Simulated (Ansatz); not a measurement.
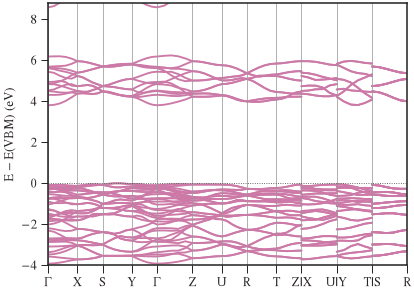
Band structure from the program Ansatz at the r²SCAN+D4 level (PAW)

The gap is 3.76 eV; an edge lies off the plotted path or next to a special point (maximum off the standard path, minimum off the standard path).

The material is BiCl3 in space group Pnma (No. 62; Bi on 4c, Cl on 8d, Cl on 4c).

The first step of the workflow began from a Materials Project structure, measured or hypothetical; the Crystallography Open Database copy checked does not list it. COD files the formula under space group No. 33, so this cell is another polymorph or a model. Whether it is the stable phase at ambient conditions was not checked. Symmetry was held in the r²SCAN+D4 relaxation; its stability against distortions is not shown here. Spin–orbit coupling is left out wherever it is not named.

Potentials: the later of the program's two PAW sets.
